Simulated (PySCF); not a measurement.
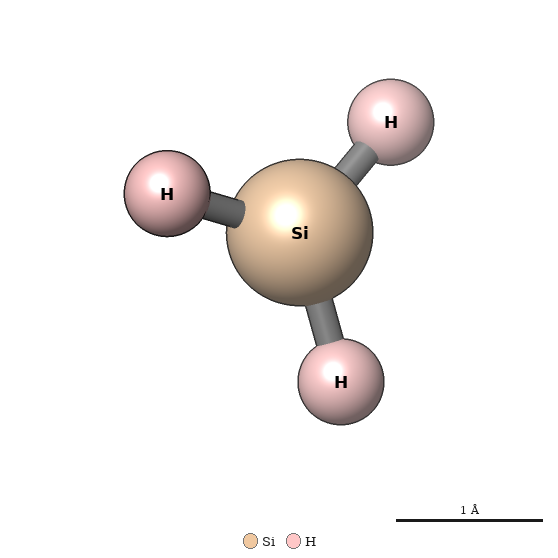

Atoms fade into the background with distance from the viewer. The species has charge −1 and is a spin singlet. The computed structure is the end point of a GFN2-xTB optimisation. No frequency run is at hand to confirm it as a minimum. Masses are those of the most abundant isotopes; constants are for the rigid equilibrium geometry.

Classify the rotor and give the rotational constants (MHz).

An oblate symmetric top (D3h): A = B = 292913, C = 146456 MHz.
